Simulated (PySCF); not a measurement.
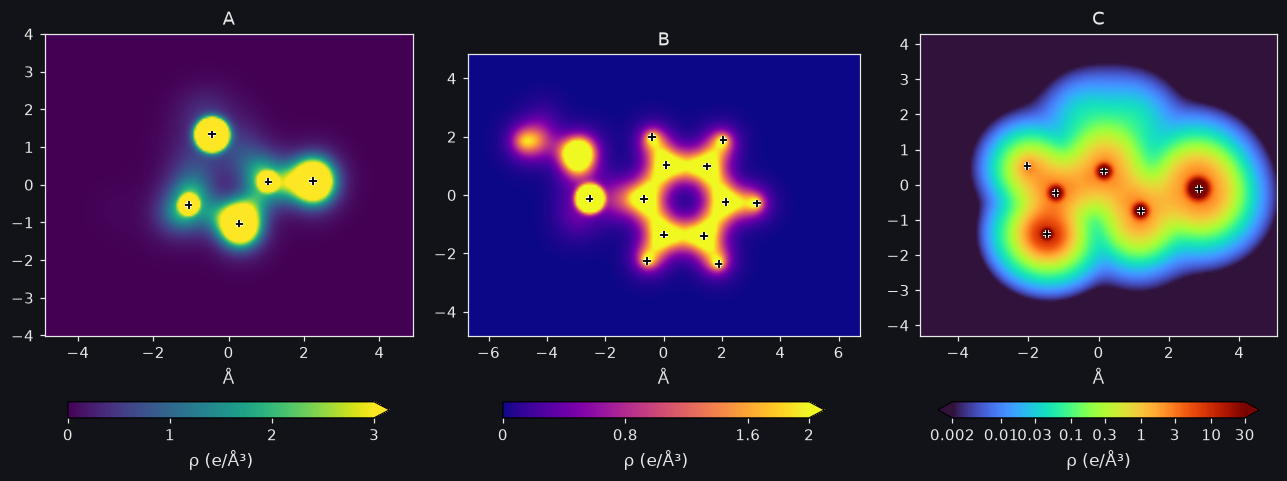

The electron density of 3 systems, each on a plane through atoms (crosses mark nuclei in the plane).

All numbers below come from PBE0/pcSseg-1, SCF density, gas phase, non-relativistic (PySCF).

System 1: C$_{3}$H$_{4}$O$_{3}$Si, the plane of atoms O4, C5 and O6. Geometry: GFN2-xTB.

```xyz
11

O     2.5242   -0.9295    0.1153
C     1.7530   -0.0143    0.0068
C     0.4228   -0.1048   -0.6360
O    -0.2114    1.1750   -0.7932
C    -1.3268    1.0855   -0.0323
O    -2.1268    1.9567    0.1222
Si   -1.0169   -0.7565    0.5331
H     1.9665    0.9860    0.4298
H     0.4923   -0.6135   -1.5999
H    -1.8364   -1.7877   -0.0889
H    -0.6350   -0.9942    1.9170
```

System 2: C$_{7}$H$_{9}$FOSi, the plane of atoms C8, C7 and H16. Geometry: GFN2-xTB.

```yaml
atoms:
  - { symbol: C, position_ang: [3.5673, 0.4209, 0.6078] }
  - { symbol: O, position_ang: [2.1832, 0.2274, 0.5153] }
  - { symbol: Si, position_ang: [1.3509, -0.6112, -0.5809] }
  - { symbol: F, position_ang: [1.7495, -0.0773, -2.0584] }
  - { symbol: C, position_ang: [-0.4517, -0.2386, -0.2337] }
  - { symbol: C, position_ang: [-0.8801, 0.3933, 0.9306] }
  - { symbol: C, position_ang: [-2.2217, 0.6500, 1.1486] }
  - { symbol: C, position_ang: [-3.1628, 0.2740, 0.2051] }
  - { symbol: C, position_ang: [-2.7547, -0.3619, -0.9556] }
  - { symbol: C, position_ang: [-1.4124, -0.6165, -1.1678] }
  - { symbol: H, position_ang: [4.0701, -0.5212, 0.8356] }
  - { symbol: H, position_ang: [3.9665, 0.8150, -0.3283] }
  - { symbol: H, position_ang: [3.7526, 1.1338, 1.4113] }
  - { symbol: H, position_ang: [1.7113, -2.0209, -0.6616] }
  - { symbol: H, position_ang: [-0.1479, 0.6890, 1.6667] }
  - { symbol: H, position_ang: [-2.5361, 1.1450, 2.0563] }
  - { symbol: H, position_ang: [-4.2108, 0.4768, 0.3725] }
  - { symbol: H, position_ang: [-3.4847, -0.6585, -1.6949] }
  - { symbol: H, position_ang: [-1.0982, -1.1099, -2.0760] }
```

System 3: C$_{6}$H$_{11}$ClOSi, the plane of atoms C4, C3 and C8. Geometry: GFN2-xTB.

| atom | x (Å) | y (Å) | z (Å) |
| --- | --- | --- | --- |
| C | -2.3764 | 1.4367 | 0.2577 |
| C | -1.2419 | 0.9944 | 0.7669 |
| C | -0.2964 | 0.0441 | 0.0645 |
| C | -0.4890 | 0.1805 | -1.4290 |
| O | -0.8645 | -0.6792 | -2.1737 |
| C | 1.1532 | 0.4372 | 0.3902 |
| Si | 2.5056 | -0.6234 | -0.4417 |
| C | -0.6161 | -1.3968 | 0.4698 |
| Cl | -0.3657 | -1.6619 | 2.2068 |
| H | -2.7184 | 1.1480 | -0.7230 |
| H | -3.0160 | 2.1062 | 0.8073 |
| H | -0.9327 | 1.2884 | 1.7605 |
| H | -0.2353 | 1.1934 | -1.7981 |
| H | 1.2785 | 0.3943 | 1.4736 |
| H | 1.2871 | 1.4839 | 0.1064 |
| H | 2.6191 | -1.9151 | 0.2341 |
| H | 3.7612 | 0.1155 | -0.3128 |
| H | 2.1762 | -0.8129 | -1.8542 |
| H | 0.0268 | -2.0968 | -0.0638 |
| H | -1.6605 | -1.6257 | 0.2554 |

> Match each panel to its system.

Panel A is system 1, C$_{3}$H$_{4}$O$_{3}$Si: the plane holds C, O and Si. C–O (1.19 Å): ρ is about 3.4 e/Å³ halfway. Panel B is system 2, C$_{7}$H$_{9}$FOSi: the plane holds Si, C and H. C–C (1.38 Å): ρ at the midpoint is about 2.1 e/Å³. Panel C is system 3, C$_{6}$H$_{11}$ClOSi: the plane holds C, O, Cl and H. C–O (1.20 Å): the density is about 3.4 e/Å³ at the midpoint.
